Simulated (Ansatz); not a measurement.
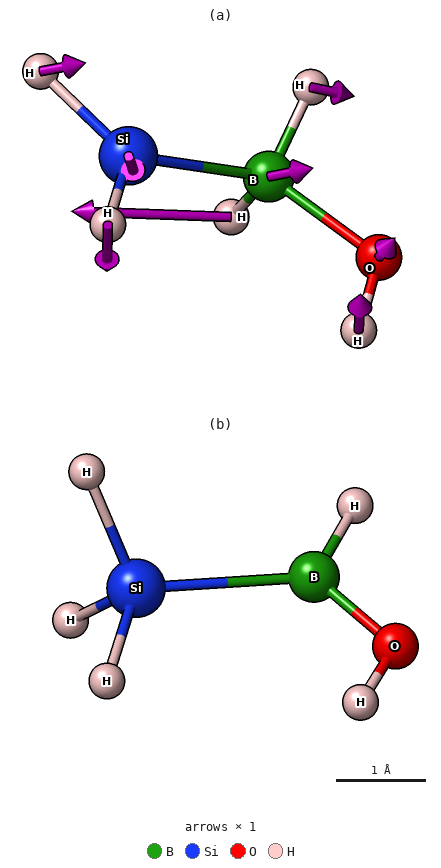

The structure of BSiH$_{5}$O before (top) and after (bottom) a relaxation, at one scale. The purple arrows give the displacements, at their true length.

Style: ball-and-stick. Shown from a free direction.

It is one of the separated reactants of a reaction.

Method: RKS PBE-D4/def2-SVP in Ansatz. (force threshold 0.03 eV/Å; at most 250 steps)

Question: What changed between the two?

Answer: After 19 geometry steps the energy has fallen by 284.1 kJ/mol. The largest force component goes from 4.3 to 0.0057 eV/Å. An H atom moves most after the best rigid fit: 1.84 Å. By element the largest moves are H 1.84 Å, Si 0.66 Å, B 0.58 Å, O 0.41 Å. Near-neighbour distances that change, for instance: B–H 1.150 → 2.942 Å, H–Si 2.557 → 1.509 Å, B–O 1.655 → 1.359 Å, H–Si 1.420 → 1.514 Å. New bonds form: H–Si (2.56 → 1.51 Å). Bonds break: B–H (1.15 → 2.94 Å). Among the angles between lasting bonds that change: B–Si–H 123.9° → 111.8°, Si–B–H 111.6° → 121.6°, O–B–H 105.0° → 114.7°. The run took 14 s on 2 threads of Intel Xeon 6975P-C (shared host).
